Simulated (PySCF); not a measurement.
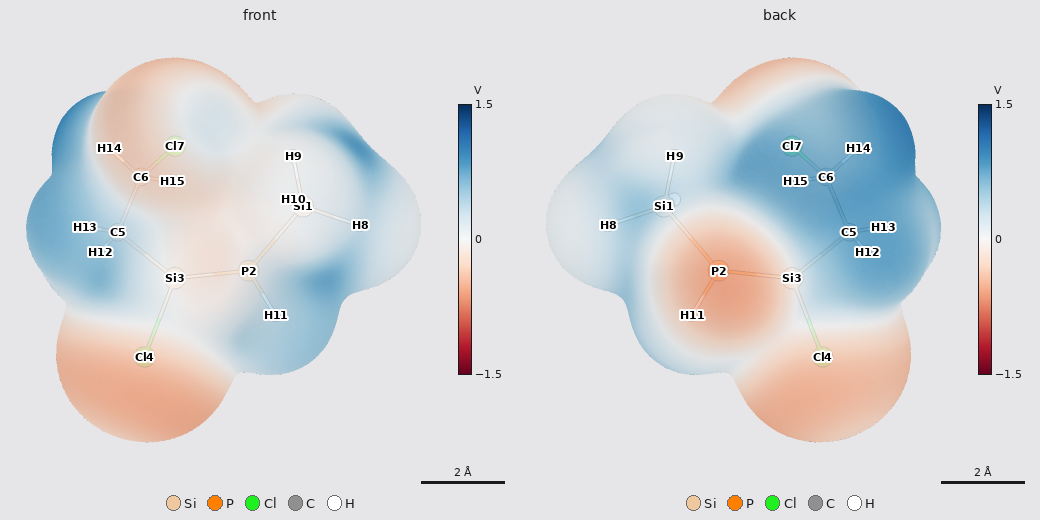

Figure. C₂H₈Cl₂PSi₂ (SMILES [SiH3]P[Si](Cl)CCCl) (doublet). The electrostatic potential painted on the density surface at 0.001 e/bohr³, seen from the front and from behind; the colour scale runs from red (negative) to blue (positive).

Geometry: GFN2-xTB.

Method: PySCF, UKS B3LYP, pcH-1 on C Cl H P Si, non-relativistic, mean-field spin-orbit, GIAO.

```csv
atom,x (Å),y (Å),z (Å)
Si,2.2360,0.7395,1.0224
P,1.5185,-0.2354,-0.8643
Si,-0.2132,-1.5473,-0.2765
Cl,-0.3155,-3.1040,-1.6149
C,-1.8221,-0.5306,-0.6041
C,-1.6741,0.8767,-0.0758
Cl,-1.2067,0.8325,1.6439
H,3.6928,0.8072,0.8966
H,1.6714,2.0866,1.0200
H,1.8603,-0.0104,2.2177
H,2.4335,-1.2698,-0.8445
H,-2.0278,-0.4814,-1.6759
H,-2.6772,-1.0137,-0.1311
H,-2.6020,1.4464,-0.1375
H,-0.8783,1.4118,-0.5980
```

Describe the electrostatic potential map.

The most negative region (about −0.6 V) lies over P2, the most positive (about +1.0 V) over H14. Cl7 shows a σ-hole: about +0.2 V at the tip opposite its bond, against about −0.3 V on its flanks.
